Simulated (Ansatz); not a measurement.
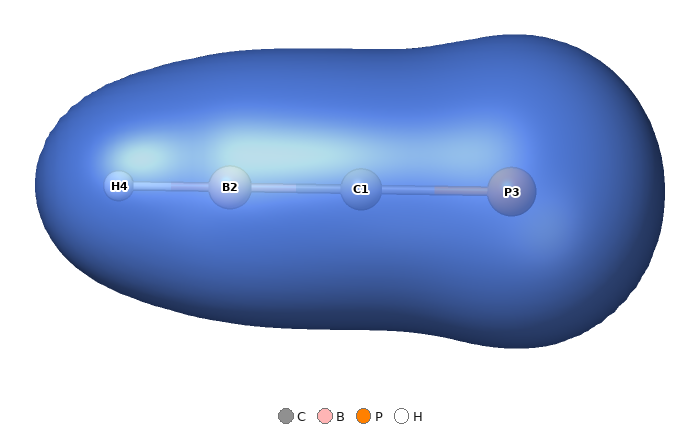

The picture shows: CHBP (SMILES B=C=[P]) (doublet). Isosurface of the total electron density at 0.05 e/Å³ (blue), seen from one side.

Geometry: PBE0-D3(BJ)/def2-SVP.

Computed with Ansatz 0.2.0, isolated molecule in a Gaussian basis; Kohn-Sham density functional theory, functional PBE0.

The calculation's input:

```
crystal:
  periodic: [false, false, false]
  atoms:
    - {symbol: C, position_ang: [0.000000, 0.000000, -0.594569]}
    - {symbol: B, position_ang: [0.000000, 0.000000, 0.802263]}
    - {symbol: P, position_ang: [0.000000, 0.000000, -2.195241]}
    - {symbol: H, position_ang: [0.000000, 0.000000, 1.987547]}
basis:
  gaussian: {orbitals: def2-TZVPD}
magnetization: {spin_polarized: true, initial_magnetization: 1}
hamiltonian: {xc: pbe0}
output: {forces: true, orbitals: {seedname: orbitals}}
```

Launched as:

```sh
ansatz run input.yaml --threads 1 --pin off --max-ram 2610MiB --events-out events.jsonl --progress --plain --runs-dir runs
```

How is the density connected at this value?

Answer. At this value the surface is in one piece. It bridges the sampled C–B (1.40 Å), C–P (1.60 Å) and B–H (1.19 Å) contacts, where the density stays above the isovalue. On the grid the lowest density along these lines, outside the cores, is 1.6 e/Å³ (C–B, 1.40 Å), 1.4 e/Å³ (C–P, 1.60 Å) and 1.3 e/Å³ (B–H, 1.19 Å).
